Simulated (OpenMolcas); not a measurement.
Single-point calculation, with input and output: P$_{4}$ (charge +1) (part 2 of 2)

The same run, continued: P$_{4}$, charge +1, multiplicity 2; B3LYP/def2-SVPD, UKS (OpenMolcas 26.06). The geometry is that of the parent species in another charge or spin state. The geometry comes from this level: PBE0-D4/def2-TZVP.

Geometry of the input (Å):
```
P  -0.7248  -0.1000  1.1194
P  1.2949  0.1098  0.3157
P  -0.1850  -1.0917  -0.7498
P  -0.3851  1.0819  -0.6852
```

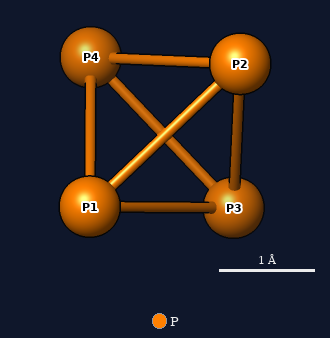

*The structure as given in the input (ball-and-stick view, seen at a tilt; atoms are numbered from 1 in the order of the input).*

## Log, continued
```
  13  -364.743806952 -1600.119948955   908.243717583  -4.09E-05*   9.42E-03*   1.31E-03*    1.07E-01   2.72E+02   c2DIIS       1.
  14  -364.743971874 -1600.145794990   908.269398696  -1.65E-04*   4.48E-02*   1.67E-03*    3.56E-02   2.72E+02   QNRc2DIIS    2.
  15  -364.743773739 -1600.147086884   908.270888726   1.98E-04*   3.28E-02*   4.28E-03*    6.73E-02   2.72E+02   QNRc2DIIS    2.
  16  -364.744013893 -1600.147070757   908.270632444  -2.40E-04*   4.56E-03*   1.50E-04*    4.72E-02   2.72E+02   QNRc2DIIS    2.
  17  -364.744014207 -1600.146739701   908.270301075  -3.14E-07*   1.88E-03*   2.36E-04*    6.80E-03   2.72E+02   QNRc2DIIS    2.
  18  -364.744015002 -1600.146866953   908.270427532  -7.94E-07*   7.65E-04*   6.66E-05*    2.93E-03   2.72E+02   QNRc2DIIS    2.
  19  -364.744015129 -1600.146849021   908.270409473  -1.27E-07*   7.45E-03*   6.68E-05*    8.43E-04   2.72E+02   QNRc2DIIS    2.
  20  -364.744015736 -1600.146844048   908.270403892  -6.08E-07*   6.84E-03*   6.87E-05*    7.80E-03   2.72E+02   QNRc2DIIS    2.
  21  -364.744016095 -1600.146897639   908.270457124  -3.58E-07*   1.32E-02*   7.16E-05*    6.64E-03   2.72E+02   QNRc2DIIS    2.
  22  -364.744016584 -1600.147081968   908.270640964  -4.89E-07*   1.35E-02*   9.54E-05*    1.27E-02   2.72E+02   QNRc2DIIS    2.
  23  -364.744016881 -1600.147064240   908.270622940  -2.97E-07*   1.04E-02*   1.57E-04*    1.29E-02   2.72E+02   QNRc2DIIS    2.
  24  -364.744017363 -1600.146955751   908.270513969  -4.82E-07*   3.76E-02*   1.81E-04*    9.94E-03   2.72E+02   QNRc2DIIS    2.
  25  -364.744018834 -1600.146640129   908.270196875  -1.47E-06*   8.10E-02*   2.23E-04*    3.57E-02   2.72E+02   QNRc2DIIS    2.
  26  -364.744021576 -1600.146522547   908.270076551  -2.74E-06*   9.58E-02*   2.29E-04*    7.68E-02   2.72E+02   QNRc2DIIS    2.
  27  -364.744026255 -1600.147639490   908.271188815  -4.68E-06*   2.11E-02*   1.09E-04*    9.10E-02   2.72E+02   QNRc2DIIS    2.
  28  -364.744027398 -1600.145976063   908.269524245  -1.14E-06*   1.62E-02*   7.18E-05*    2.05E-02   2.72E+02   QNRc2DIIS    2.
  29  -364.744027809 -1600.146805173   908.270352944  -4.11E-07*   1.44E-02*   6.45E-05*    1.54E-02   2.72E+02   QNRc2DIIS    2.
  30  -364.744028059 -1600.145153855   908.268701376  -2.50E-07*   6.82E-04*   2.06E-05*    1.38E-02   2.72E+02   QNRc2DIIS    2.
  31  -364.744028073 -1600.148478241   908.272025748  -1.40E-08*   5.95E-04*   1.94E-05*    9.47E-04   2.72E+02   QNRc2DIIS    2.
  32  -364.744028081 -1600.146700421   908.270247920  -8.20E-09*   3.94E-04*   3.36E-06*    6.51E-04   2.72E+02   QNRc2DIIS    2.
  33  -364.744028082 -1600.146832688   908.270380186  -5.40E-10*   1.12E-04*   1.27E-06*    3.70E-04   2.72E+02   QNRc2DIIS    2.
  34  -364.744028082 -1600.146852262   908.270399760  -8.59E-11    6.10E-05*   8.22E-07*    1.13E-04   2.72E+02   QNRc2DIIS    2.
  35  -364.744028082 -1600.146857765   908.270405263  -2.64E-11    8.17E-06    4.32E-07*    6.27E-05   2.72E+02   QNRc2DIIS    2.
  36  -364.744028082 -1600.146858054   908.270405553   8.19E-12*   6.51E-05*   4.61E-07*    8.03E-06   2.72E+02   QNRc2DIIS    2.
  37  -364.744028082 -1600.146855024   908.270402522  -2.41E-11    2.76E-06    2.78E-08     6.57E-05   2.72E+02   QNRc2DIIS    2.

       Convergence after  37 Iterations
--

 *****************************************************************************************************************************
 *                                             SCF/KS-DFT Program, Final results                                             *
 *                                                       Final Results                                                       *
 *****************************************************************************************************************************

::    Total KS-DFT energy                           -1364.7440280820
      One-electron energy                           -2600.1468550236
      Two-electron energy                             908.2704025222
      Nuclear repulsion energy                        327.1324244194
      Kinetic energy (interpolated)                  1361.1631245290
      Virial theorem                                    1.0026307674
      Total spin, S(S+1)                                0.7543557372
      Total spin, S                                     0.5021755022
      Max non-diagonal density matrix element           0.0000025151
      Max non-diagonal Fock matrix element              0.0000000655

      All orbitals with orbital energies smaller than  E(LUMO)+0.5 are printed

++    Molecular orbitals:
      -------------------

      Title: UKS-DFT orbitals (alpha)

      Molecular orbitals for symmetry species 1: a

          Orbital            1         2         3         4         5         6         7         8         9        10
          Energy          -77.3216  -77.3216  -77.3216  -77.3216   -6.8173   -6.8171   -6.8171   -6.8171   -4.9842   -4.9842
          Occ. No.          1.0000    1.0000    1.0000    1.0000    1.0000    1.0000    1.0000    1.0000    1.0000    1.0000

          Orbital           11        12        13        14        15        16        17        18        19        20
          Energy           -4.9840   -4.9840   -4.9814   -4.9808   -4.9808   -4.9808   -4.9791   -4.9790   -4.9790   -4.9789
          Occ. No.          1.0000    1.0000    1.0000    1.0000    1.0000    1.0000    1.0000    1.0000    1.0000    1.0000

          Orbital           21        22        23        24        25        26        27        28        29        30
          Energy           -1.0654   -0.7906   -0.7763   -0.7763   -0.5735   -0.5263   -0.5246   -0.5246   -0.5147   -0.4949
          Occ. No.          1.0000    1.0000    1.0000    1.0000    1.0000    1.0000    1.0000    1.0000    1.0000    1.0000

          Orbital           31        32        33        34        35        36        37        38        39        40
          Energy           -0.2510   -0.2510   -0.2425   -0.2314   -0.2261   -0.2261   -0.1235   -0.0973   -0.0915   -0.0914
          Occ. No.          0.0000    0.0000    0.0000    0.0000    0.0000    0.0000    0.0000    0.0000    0.0000    0.0000

          Orbital           41        42        43        44        45        46        47        48        49        50
          Energy           -0.0828   -0.0295   -0.0259   -0.0247   -0.0247   -0.0220   -0.0015   -0.0010   -0.0010    0.0687
          Occ. No.          0.0000    0.0000    0.0000    0.0000    0.0000    0.0000    0.0000    0.0000    0.0000    0.0000

          Orbital           51        52        53        54        55        56        57        58        59        60
          Energy            0.0702    0.0902    0.0902    0.0928    0.1055    0.1072    0.1072    0.1095    0.1095    0.1117
          Occ. No.          0.0000    0.0000    0.0000    0.0000    0.0000    0.0000    0.0000    0.0000    0.0000    0.0000

--

      All orbitals with orbital energies smaller than  E(LUMO)+0.5 are printed

++    Molecular orbitals:
      -------------------

      Title: UKS-DFT orbitals (beta)

      Molecular orbitals for symmetry species 1: a

          Orbital            1         2         3         4         5         6         7         8         9        10
          Energy          -77.3205  -77.3204  -77.3204  -77.3204   -6.8160   -6.8159   -6.8159   -6.8159   -4.9809   -4.9806
          Occ. No.          1.0000    1.0000    1.0000    1.0000    1.0000    1.0000    1.0000    1.0000    1.0000    1.0000

          Orbital           11        12        13        14        15        16        17        18        19        20
          Energy           -4.9804   -4.9804   -4.9798   -4.9797   -4.9796   -4.9796   -4.9786   -4.9785   -4.9785   -4.9784
          Occ. No.          1.0000    1.0000    1.0000    1.0000    1.0000    1.0000    1.0000    1.0000    1.0000    1.0000

          Orbital           21        22        23        24        25        26        27        28        29        30
          Energy           -1.0552   -0.7659   -0.7658   -0.7650   -0.5683   -0.5184   -0.5184   -0.5125   -0.4893   -0.4359
          Occ. No.          1.0000    1.0000    1.0000    1.0000    1.0000    1.0000    1.0000    1.0000    1.0000    0.0000

          Orbital           31        32        33        34        35        36        37        38        39        40
          Energy           -0.2412   -0.2340   -0.2339   -0.2230   -0.2230   -0.2222   -0.1210   -0.0854   -0.0854   -0.0843
          Occ. No.          0.0000    0.0000    0.0000    0.0000    0.0000    0.0000    0.0000    0.0000    0.0000    0.0000

          Orbital           41        42        43        44        45        46        47        48        49
          Energy           -0.0809   -0.0241   -0.0241   -0.0238   -0.0210   -0.0209    0.0022    0.0022    0.0035
          Occ. No.          0.0000    0.0000    0.0000    0.0000    0.0000    0.0000    0.0000    0.0000    0.0000

--

++    Molecular charges:
      ------------------

      Mulliken charges per centre and basis function type
      ---------------------------------------------------

                            P1                      P2                      P3                      P4
                     alpha        beta       alpha        beta       alpha        beta       alpha        beta
      1s           2.9683      2.9639      2.9684      2.9639      2.9683      2.9639      2.9683      2.9639
      2px          1.4873      1.4639      1.4713      1.4849      1.4949      1.3970      1.4947      1.2759
      2pz          1.4751      1.4678      1.4912      1.4443      1.4856      1.3732      1.4855      1.4951
      2py          1.4984      1.2902      1.4983      1.2925      1.4802      1.4516      1.4805      1.4508
      3d2+         0.0194      0.0143      0.0072      0.0053      0.0147      0.0143      0.0192      0.0121
      3d1+         0.0041      0.0050      0.0208      0.0190      0.0182      0.0088      0.0163      0.0129
      3d0          0.0127      0.0141      0.0082      0.0093      0.0188      0.0163      0.0168      0.0150
      3d1-         0.0259      0.0172      0.0176      0.0087      0.0070      0.0068      0.0089      0.0092
      3d2-         0.0089      0.0136      0.0171      0.0219      0.0122      0.0181      0.0098      0.0151
      Total        7.5000      7.2500      7.5000      7.2500      7.5000      7.2500      7.5000      7.2500
      Total             14.7500                 14.7500                 14.7500                 14.7500

      Charge            0.2500                  0.2500                  0.2500                  0.2500

      Total electronic charge=   59.000000

      Total            charge=    1.000000
--

++    Molecular orbitals:
      -------------------

      Title: Natural orbitals

      Molecular orbitals for symmetry species 1: a

          Orbital            1         2         3         4         5         6         7         8         9        10
          Energy          -77.3211  -77.3210  -77.3210  -77.3210   -6.8133   -6.8043   -6.7376   -6.6782   -4.9978   -4.9810
          Occ. No.          2.0000    2.0000    2.0000    2.0000    2.0000    2.0000    2.0000    2.0000    2.0000    2.0000

          Orbital           11        12        13        14        15        16        17        18        19        20
          Energy           -4.9787   -4.9806   -4.9828   -4.9793   -4.9801   -4.9845   -4.9815   -5.0720   -4.9972   -5.0750
          Occ. No.          2.0000    2.0000    2.0000    2.0000    2.0000    2.0000    2.0000    2.0000    2.0000    2.0000

          Orbital           21        22        23        24        25        26        27        28        29        30
          Energy           -0.8796   -0.4922   -0.7684   -0.7684   -0.7566   -0.5957   -0.7017   -0.5252   -0.5253   -0.4752
          Occ. No.          2.0000    2.0000    1.9999    1.9999    1.9999    1.9997    1.9995    1.9995    1.9995    1.0000

          Orbital           31        32        33        34        35        36        37        38        39        40
          Energy           -0.1704   -0.1703    0.0404   -0.1174    0.1104    0.2062    0.2060    0.1260    0.2164    0.6060
          Occ. No.          0.0005    0.0005    0.0005    0.0003    0.0001    0.0001    0.0001    0.0000    0.0000    0.0000

          Orbital           41        42        43        44        45        46        47        48        49        50
          Energy            0.5454    0.5447    0.4087    0.4238    0.4242    0.3257    0.3659    0.3602    0.4417    0.4417
          Occ. No.          0.0000    0.0000    0.0000    0.0000    0.0000    0.0000    0.0000    0.0000    0.0000    0.0000

          Orbital           51        52        53        54        55        56        57        58        59        60
          Energy            0.3005    0.3013    0.3084    0.3568    0.4874    0.5137    0.4233    0.7209    0.7218    0.0068
          Occ. No.          0.0000    0.0000    0.0000    0.0000    0.0000    0.0000    0.0000    0.0000    0.0000    0.0000

          Orbital           61        62        63        64        65        66        67        68        69        70
          Energy            0.0036    0.3571   -0.0199    0.5470    0.3120   -0.0052    0.2088    0.5527    0.2704    0.3056
          Occ. No.          0.0000    0.0000    0.0000    0.0000    0.0000    0.0000    0.0000    0.0000    0.0000    0.0000

          Orbital           71        72        73        74        75        76        77        78        79        80
          Energy            0.3508    0.3703    0.0657    0.4821    0.5121    0.5297    0.4301    0.3740    0.5050    0.5110
          Occ. No.          0.0000    0.0000    0.0000    0.0000    0.0000    0.0000    0.0000    0.0000    0.0000    0.0000

          Orbital           81        82        83
          Energy            0.0679    0.7747    0.1040
          Occ. No.          0.0000    0.0000    0.0000

--

++    Molecular properties:
      ---------------------

      Charge (e):
                      =    1.0000
      Dipole Moment (debye):
      Origin of the operator (angstrom)=   -0.0000    0.0000    0.0000
                   X=  1.0588E-04               Y=  8.0571E-05               Z=  1.7264E-05           Total=  1.3417E-04
      Center of Charge (angstrom)
                     X=    0.00002204               Y=    0.00001677               Z=    0.00002859
      Quadrupole Moment (debye*angstrom):
      Origin of the operator (angstrom)=   -0.0000    0.0000    0.0000
                  XX= -4.1862E+01              XY=  9.0648E-01              XZ= -2.7956E-01              YY= -4.1369E+01
                  YZ= -3.6857E-01              ZZ= -4.2439E+01
      In traceless form (debye*angstrom)
                  XX=  4.1689E-02              XY=  1.3597E+00              XZ= -4.1934E-01              YY=  7.8173E-01
                  YZ= -5.5286E-01              ZZ= -8.2342E-01
--

--- Stop Module: scf /rc=_RC_ALL_IS_WELL_ ---
--- Module scf spent 1 minute 6 seconds ---

.##################.
.# Happy landing! #.
.##################.

    Timing: Wall=68.90 User=63.61 System=5.26
```

## Key numbers

| quantity | value |
| --- | --- |
| outcome | converged |
| total energy | −1364.744028 hartree |
| basis functions | 96 |
| ⟨S²⟩ | 0.754 |
| wall time | 69 s |
| peak memory | 0.53 GiB |
